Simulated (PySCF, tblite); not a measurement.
# CF3OCF3: geometry, infrared bands, NMR shifts, spin-spin couplings and electronic excitations, part 2 of 2

tblite 0.8.0 and PySCF 2.14.0. Atoms count from 0. The steps go on from the part before.

## Step 6: TDDFT and polarisability: wB97X-D/def2-SVPD

The job: settings as JSON, then the geometry in Å.

```
{"job": {"kind": "uv", "xc": "wB97X-D", "basis": "def2-SVPD", "ip": true}, "charge": 0, "multiplicity": 1}
F      1.420516     1.679115    -2.046924
C      1.935203     1.051855    -1.001376
F      3.238233     0.966403    -1.137931
F      1.658834     1.755017     0.082531
O      1.466101    -0.230740    -0.896383
C      0.133529    -0.510175    -1.042101
F     -0.228411    -0.475514    -2.312817
F     -0.625377     0.342001    -0.370613
F     -0.051210    -1.723497    -0.575339
```

Level: TDDFT wB97X-D/def2-SVPD, vertical, gas phase, core orbitals frozen in the response.

Log:

```text
coarse grid: 9776 points
cycle   1  E = -749.3247558360  dE =  2.078e+00  |g| = 1.394e+00  |ddm| = 3.574e+00
cycle   2  E = -749.3178510956  dE =  6.905e-03  |g| = 1.531e+00  |ddm| = 2.449e+00
cycle   3  E = -749.6773278131  dE = -3.595e-01  |g| = 8.803e-02  |ddm| = 1.260e+00
cycle   4  E = -749.6783331631  dE = -1.005e-03  |g| = 3.523e-02  |ddm| = 9.005e-02
cycle   5  E = -749.6785256246  dE = -1.925e-04  |g| = 1.324e-02  |ddm| = 3.824e-02
cycle   6  E = -749.6785561527  dE = -3.053e-05  |g| = 1.228e-03  |ddm| = 1.246e-02
cycle   7  E = -749.6785565759  dE = -4.233e-07  |g| = 5.956e-04  |ddm| = 2.287e-03
final grid: 103248 points
cycle   8  E = -749.7737953122  dE = -1.732e-04  |g| = 9.519e-03  |ddm| = 1.522e-01
cycle   9  E = -749.7737987959  dE = -3.484e-06  |g| = 9.742e-03  |ddm| = 2.264e-02
cycle  10  E = -749.7738117948  dE = -1.300e-05  |g| = 9.413e-04  |ddm| = 6.013e-03
cycle  11  E = -749.7738119426  dE = -1.478e-07  |g| = 4.346e-04  |ddm| = 1.803e-03
cycle  12  E = -749.7738119748  dE = -3.219e-08  |g| = 1.259e-04  |ddm| = 6.049e-04
cycle  13  E = -749.7738119775  dE = -2.698e-09  |g| = 1.874e-05  |ddm| = 1.212e-04
cycle  14  E = -749.7738119776  dE = -8.504e-11  |g| = 4.312e-06  |ddm| = 3.316e-05
converged SCF energy = -749.7738119776

Static polarisability (au): isotropic 35.556, principal 33.538 33.554 39.576

Singlet excitations
state   eV       nm        f      main configurations
  1  11.5030    107.8   0.00972   H->L 0.92
  2  12.4031    100.0   0.02023   H-1->L 0.88
  3  12.6175     98.3   0.00051   H->L+1 0.58, H-2->L 0.12, H-5->L 0.08
  4  12.6318     98.2   0.00149   H->L+2 0.32, H-3->L 0.29, H-2->L 0.09
  5  12.7015     97.6   0.00000   H-2->L 0.43, H-3->L 0.15, H->L+1 0.12
  6  12.7461     97.3   0.00002   H-3->L 0.27, H->L+2 0.23, H->L+9 0.12
  7  12.9106     96.0   0.00005   H->L+3 0.71
  8  12.9645     95.6   0.00014   H->L+4 0.40, H->L+11 0.20, H->L+3 0.14
  9  13.0144     95.3   0.00630   H->L+6 0.36, H->L+2 0.31, H->L+9 0.16
 10  13.0653     94.9   0.01088   H-4->L 0.51, H-1->L+1 0.19

Triplet excitations (Tamm-Dancoff, eV): 11.3904 12.1879 12.2811 12.4875
Vertical ionisation energy (delta-SCF) = 14.1984 eV
```

Run time: 3 min. Hardware: 1 thread, shared host.

The orbitals next to the gap, with their largest atomic shares:

```tsv
orbital	eV	atoms
HOMO−3	-14.83	F3 36 %, F2 30 %, F0 28 %
HOMO−2	-14.83	F6 36 %, F8 30 %, F7 27 %
HOMO−1	-14.41	O4 49 %, F7 13 %, F0 13 %
HOMO	-13.50	O4 63 %, F6 10 %, F3 10 %
LUMO	2.23	C1 21 %, C5 21 %, O4 12 %
LUMO+1	3.07	F8 16 %, F2 16 %, O4 12 %
LUMO+2	3.46	O4 26 %, F7 14 %, F0 14 %
```

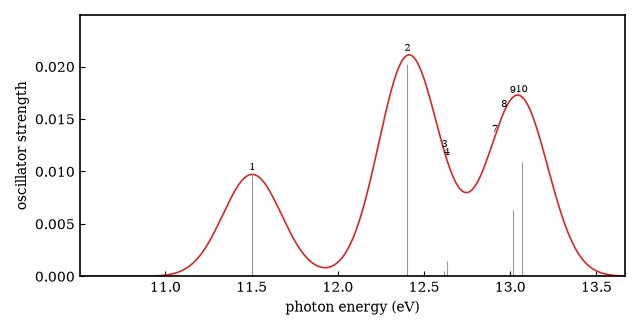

Absorption spectrum from the 10 singlet states computed; above the last one it falls off for lack of states. Lines are broadened to a width of 0.40 eV (Gaussian).

Ground-state properties from the same run:

```tsv
property	computed
dipole moment (D)	0.02
polarisability (Å³)	5.27
HOMO–LUMO gap (eV)	15.73
−ε(HOMO) (eV)	13.50
```

## Step 7: Shielding tensors: CAM-B3LYP/pcSseg-2

Same as in step 6 but for these lines:

```diff
@@ -1,2 +1,2 @@
-{"job": {"kind": "uv", "xc": "wB97X-D", "basis": "def2-SVPD", "ip": true}, "charge": 0, "multiplicity": 1}
+{"job": {"kind": "nmr", "xc": "CAM-B3LYP", "basis": "pcSseg-2", "pop": false}, "charge": 0, "multiplicity": 1}
 F      1.420516     1.679115    -2.046924
```

Method: GIAO CAM-B3LYP/pcSseg-2 NMR shielding, non-relativistic, gas phase.

Log:

```text
coarse grid: 9776 points
cycle   1  E = -750.3116844049  dE =  2.147e+00  |g| = 1.518e+00  |ddm| = 2.094e+00
cycle   2  E = -750.1656700256  dE =  1.460e-01  |g| = 1.930e+00  |ddm| = 1.291e+00
cycle   3  E = -750.6833795182  dE = -5.177e-01  |g| = 9.183e-02  |ddm| = 6.916e-01
cycle   4  E = -750.6841704601  dE = -7.909e-04  |g| = 5.545e-02  |ddm| = 5.087e-02
cycle   5  E = -750.6845957824  dE = -4.253e-04  |g| = 1.136e-02  |ddm| = 2.322e-02
cycle   6  E = -750.6846153595  dE = -1.958e-05  |g| = 1.651e-03  |ddm| = 5.629e-03
cycle   7  E = -750.6846159063  dE = -5.467e-07  |g| = 7.281e-04  |ddm| = 1.382e-03
final grid: 103248 points
cycle   8  E = -750.6637889823  dE = -7.850e-05  |g| = 3.713e-03  |ddm| = 2.319e-02
cycle   9  E = -750.6637887459  dE =  2.364e-07  |g| = 3.928e-03  |ddm| = 2.568e-03
cycle  10  E = -750.6637906602  dE = -1.914e-06  |g| = 3.259e-04  |ddm| = 1.292e-03
cycle  11  E = -750.6637906728  dE = -1.260e-08  |g| = 1.751e-04  |ddm| = 2.069e-04
cycle  12  E = -750.6637906773  dE = -4.575e-09  |g| = 3.295e-05  |ddm| = 7.891e-05
cycle  13  E = -750.6637906775  dE = -1.696e-10  |g| = 5.552e-06  |ddm| = 1.567e-05
converged SCF energy = -750.6637906775

GIAO shielding tensors (ppm)
atom      isotropic    diamagn.    paramagn.     s11        s22        s33       span
  0 F      246.928     467.697    -220.769    182.568    216.448    341.767    159.199
  1 C       51.139     236.902    -185.762     45.907     50.666     56.845     10.937
  2 F      243.024     462.369    -219.345    187.773    194.598    346.702    158.929
  3 F      238.950     471.821    -232.870    176.390    199.519    340.941    164.551
  4 O      143.970     391.559    -247.589    114.650    120.585    196.675     82.025
  5 C       51.076     238.980    -187.904     45.884     50.582     56.762     10.878
  6 F      238.653     466.759    -228.106    175.830    199.087    341.042    165.213
  7 F      246.743     473.971    -227.228    182.070    216.263    341.895    159.825
  8 F      242.907     469.340    -226.433    187.592    194.481    346.649    159.057
```

It took 89 s on 1 thread, shared host.

This run: δ C1 131.4, F0 -56.9, O4 185.8 ppm (means over like atoms).

## Step 8: Comparing the runs: NMR shifts

Shifts (ppm), means over like atoms, with basis size and wall time (the measured row can stand on another reference than the computed rows):

```tsv
run	C1	F0	O4	functions	time
PBE0/pcSseg-1	124.9	-68.3	185.2	153	18 s
CAM-B3LYP/pcSseg-2	131.4	-56.9	185.8	324	89 s
measured	–	-62.0	–	–	–
```

Measured: G. Saielli, R. Bini, A. Bagno, Computational 19F NMR. 2. Organic compounds, RSC Adv. 2014, ESI (exp. from Berger-Braun-Kalinowski 1994 and Everett 1995).

## Step 9: Outcome

The summary covers parts 1 to 2.

| quantity | value |
| --- | --- |
| strongest single infrared mode (GFN2-xTB) | 1142 cm⁻¹, 846 km/mol |
| zero-point energy (GFN2-xTB) | 19.4 kcal/mol |
| point group | C2 |
| rotational constants (main isotopes) | 2.99, 1.20, 1.18 GHz |
| 13C shifts against TMS (PBE0/pcSseg-1, means over atoms taken as alike) | 124.9 ppm |
| 19F shifts against CFCl3 (PBE0/pcSseg-1, means over atoms taken as alike) | -68.3 ppm |
| 17O shifts against H2O (PBE0/pcSseg-1) | 185.2 ppm |
| measured, and computed on the same scale | F0 δ -62.0, -68.3 ppm |
| largest coupling of the table (B3LYP/pcJ-1) | 1J(F,C) F0–C1, -345.3 Hz |
| lowest singlet (wB97X-D/def2-SVPD) | 11.50 eV (108 nm), f = 0.010 |
| brightest single state of those computed | state 2, 12.40 eV, f = 0.020 |
| lowest triplet | 11.39 eV |
| vertical ionisation energy (ΔSCF) | 14.20 eV |
| range of the shift of F0 | -68.3 to -56.9 ppm |

No mode is imaginary among the 21: a minimum at this level. The strongest single mode, at 1142 cm⁻¹, is carried by C5, C1, O4. Unscaled tight-binding wavenumbers are off by several per cent, some by more. Its intensities can rank the bands wrongly. Relaxing lowered the energy by 0.031 eV in 7 steps; the close pair that moved most is C1–O4, from 1.359 to 1.370 Å. No frequency check was run at this level, so the end point may be a saddle. At PBE0/pcSseg-1: Shielding is most anisotropic at F0, F2, F3, F6, F7, F8 (span 154 ppm, paramagnetic term -225 ppm). The one measured 19F shift is missed by -6.3 ppm (computed less measured, unscaled). Vibration, temperature and solvent are missing from the calculation, and it holds one conformer, so part of the miss against the measured shifts is not the functional's. In the run at B3LYP/pcJ-1, the largest coupling of the table is F0–C1 (mean over like pairs), -345.3 Hz, of which the Fermi-contact term gives -310.2 Hz. Density functionals describe couplings to fluorine poorly, F–F couplings above all, so those rows are rough. The lowest singlet, at 11.50 eV, is HOMO→LUMO 0.92 and is weak; of the 10 states computed, the strongest absorption comes from state 2 at 12.40 eV. The lowest triplet lies 0.11 eV below the lowest singlet (triplets in Tamm-Dancoff, singlets in full TDDFT). The orbital energy would give 13.50 eV for ionisation, ΔSCF gives 14.20 eV. Across the 2 runs the shift of F0 (with its like atoms) moves most, between -68.3 (PBE0/pcSseg-1) and -56.9 ppm (CAM-B3LYP/pcSseg-2). Most of that comes from the computed reference, not from the atom's own shielding.
